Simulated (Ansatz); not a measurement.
# CH5FSi (SMILES FC[SiH3]): single points off equilibrium

The atoms stand at a structure displaced at random from a GFN2-xTB minimum. How far do the functionals agree with CCSD(T) there?

The runs use Ansatz 0.2.0, Gaussian basis; single points in def2-TZVPP.

Correlated methods freeze the cores.

## (1) Starting geometry

SMILES `FC[SiH3]`, 8 atoms, charge 0, spin multiplicity 1.

Atoms are counted from 1 here; the program's logs count them from 0.

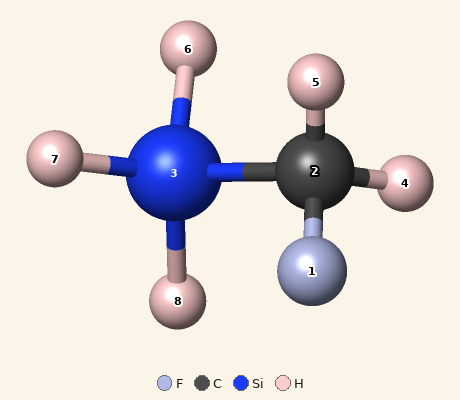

As it starts; fluorine light blue, carbon dark grey, silicon blue, hydrogen pink; atoms are numbered from 1 in the order of the file.

Coordinates:

```xyz
8
CH5FSi
F    -0.68740   -0.52100   -1.65610
C    -0.46600    0.36140   -0.75050
Si    0.53050   -0.41910    0.57640
H    -1.51090    0.62310   -0.36140
H     0.04870    1.24230   -1.05220
H     0.70500    0.72760    1.67420
H     1.87070   -0.79250    0.17240
H    -0.29890   -1.67530    1.15890
```

## (2) CCSD(T)/def2-TZVPP

Contents of run/in.yaml:

```yaml
crystal:
  periodic: [false, false, false]
  atoms:
    - {symbol: F, position_ang: [-0.687400, -0.521000, -1.656100]}
    - {symbol: C, position_ang: [-0.466000, 0.361400, -0.750500]}
    - {symbol: Si, position_ang: [0.530500, -0.419100, 0.576400]}
    - {symbol: H, position_ang: [-1.510900, 0.623100, -0.361400]}
    - {symbol: H, position_ang: [0.048700, 1.242300, -1.052200]}
    - {symbol: H, position_ang: [0.705000, 0.727600, 1.674200]}
    - {symbol: H, position_ang: [1.870700, -0.792500, 0.172400]}
    - {symbol: H, position_ang: [-0.298900, -1.675300, 1.158900]}
basis:
  gaussian: {orbitals: def2-TZVPP}
correlation: {method: ccsd_t}
output: {forces: true}
```

No record of the launch command was kept for these runs.

## (3) PBE0-D4/def2-TZVPP

Changes to run/in.yaml since step 2:

```diff
@@ -13,3 +13,3 @@
   gaussian: {orbitals: def2-TZVPP}
-correlation: {method: ccsd_t}
-output: {forces: true}
+hamiltonian: {xc: pbe0, dispersion: d4}
+output: {forces: true, orbitals: {seedname: orbitals}}
```

## (4) wB97M-V/def2-TZVPP

Changes to run/in.yaml since step 3:

```diff
@@ -13,3 +13,3 @@
   gaussian: {orbitals: def2-TZVPP}
-hamiltonian: {xc: pbe0, dispersion: d4}
-output: {forces: true, orbitals: {seedname: orbitals}}
+hamiltonian: {xc: {name: wB97M-V}}
+output: {forces: true}
```

## (5) r2SCAN-D4/def2-TZVPP

Changes to run/in.yaml since step 4:

```diff
@@ -13,3 +13,3 @@
   gaussian: {orbitals: def2-TZVPP}
-hamiltonian: {xc: {name: wB97M-V}}
+hamiltonian: {xc: r2scan, dispersion: d4}
 output: {forces: true}
```

## (6) PBE-D4/def2-TZVPP

Changes to run/in.yaml since step 5:

```diff
@@ -13,3 +13,3 @@
   gaussian: {orbitals: def2-TZVPP}
-hamiltonian: {xc: r2scan, dispersion: d4}
+hamiltonian: {xc: pbe, dispersion: d4}
 output: {forces: true}
```

## (7) B97M-V/def2-TZVPP

Changes to run/in.yaml since step 6:

```diff
@@ -13,3 +13,3 @@
   gaussian: {orbitals: def2-TZVPP}
-hamiltonian: {xc: pbe, dispersion: d4}
+hamiltonian: {xc: {name: B97M-V}}
 output: {forces: true}
```

## (8) r2SCANh-D4/def2-TZVPP

Changes to run/in.yaml since step 7:

```diff
@@ -13,3 +13,3 @@
   gaussian: {orbitals: def2-TZVPP}
-hamiltonian: {xc: {name: B97M-V}}
+hamiltonian: {xc: {name: r2SCANh}, dispersion: d4}
 output: {forces: true}
```

(Steps that only read results are left out.)

Q: Predict the outcome of this session. Wanted: energy less free atoms, CCSD(T)/def2-TZVPP; RMS force component; RMS force error; HOMO and LUMO, PBE0-D4; T1 diagnostic.

**Answer**, as computed:

| quantity | value |
| --- | --- |
| energy less free atoms, CCSD(T)/def2-TZVPP | -2490.3 kJ/mol |
| RMS force component | 1.712 to 1.843 eV/Å over the methods |
| RMS force error | PBE0-D4 0.146, wB97M-V 0.051, r2SCAN-D4 0.074, PBE-D4 0.154, B97M-V 0.155, r2SCANh-D4 0.096 eV/Å |
| HOMO and LUMO, PBE0-D4 | -8.39 and 0.36 eV |
| T1 diagnostic | 0.011 |

In words: Against CCSD(T) the functionals' energies less atoms differ by -78.8 to -48.0 kJ/mol, PBE-D4 by -78.8 kJ/mol. CCSD(T) in triple zeta still lacks some correlation energy of the bonds, so part of these gaps is its own basis error and they don't rank the functionals. The forces of wB97M-V come nearest to CCSD(T), those of B97M-V are farthest. Frozen-core CCSD(T) forces in triple zeta carry basis errors of their own, and this is one geometry, so small gaps rank nothing.
